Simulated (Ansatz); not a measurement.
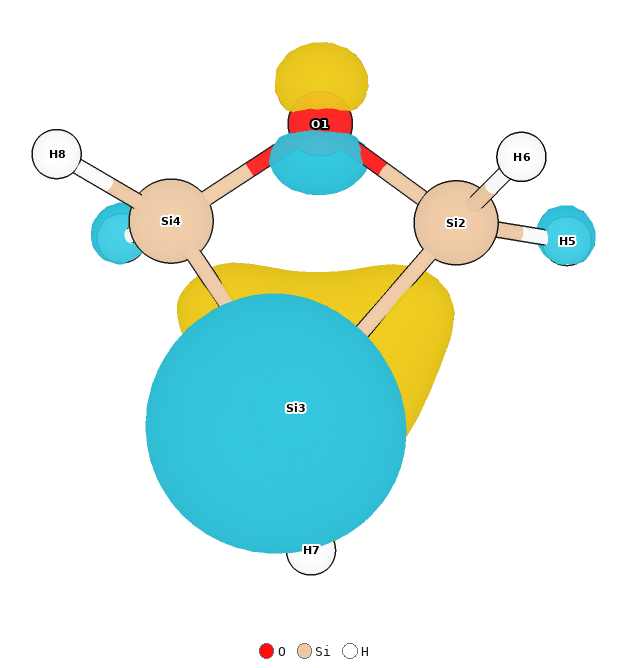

The picture shows: H5OSi3 (SMILES O1[SiH2][SiH][SiH2]1) (doublet). One frontier orbital at ±0.15 Å⁻³ᐟ² (yellow and cyan are the two phases), seen at a tilt.

Geometry: PBE0-D3(BJ)/def2-SVP.

Computed with isolated molecule in a Gaussian basis; Kohn-Sham density functional theory, functional PBE0 in Ansatz.

```xyz
9

O    -0.1084    1.6845   -0.3750
Si    1.0876    0.8176    0.4583
Si    1.0421   -0.7736   -1.2743
Si   -0.4313    0.9600   -1.8740
H     2.3331    1.6250    0.6326
H     0.5948    0.4048    1.8046
H     2.2427   -1.1652   -2.0800
H    -1.8825    0.6371   -1.9992
H    -0.0398    1.8474   -3.0110
```

Q: Which orbital is it: HOMO (α) or LUMO (α)?

A: The HOMO (α), at −6.41 eV. It lies mainly on Si3 (about 70 %), Si2 (about 10 %) and Si4 (about 10 %).
